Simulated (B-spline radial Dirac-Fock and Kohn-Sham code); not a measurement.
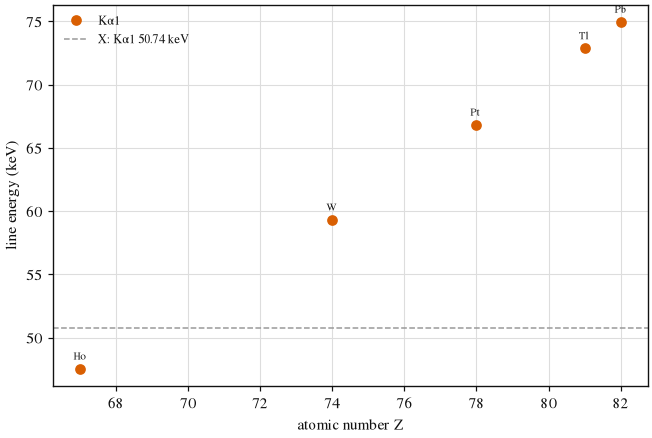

A Moseley plot: X-ray line energies of free neutral atoms against atomic number. Level of theory: Dirac–Fock ΔSCF (average of configuration, Fermi nucleus, Breit and QED terms, no correlation); calculated with a B-spline radial atomic code.

### The dashed line marks the Kα1 energy of an element X that is left out of the plot. Which element is it?

Thulium, Z = 69: Kα1 = 50.74 keV falls between Ho (47.54 keV) and W (59.31 keV), and √E is nearly linear in Z.
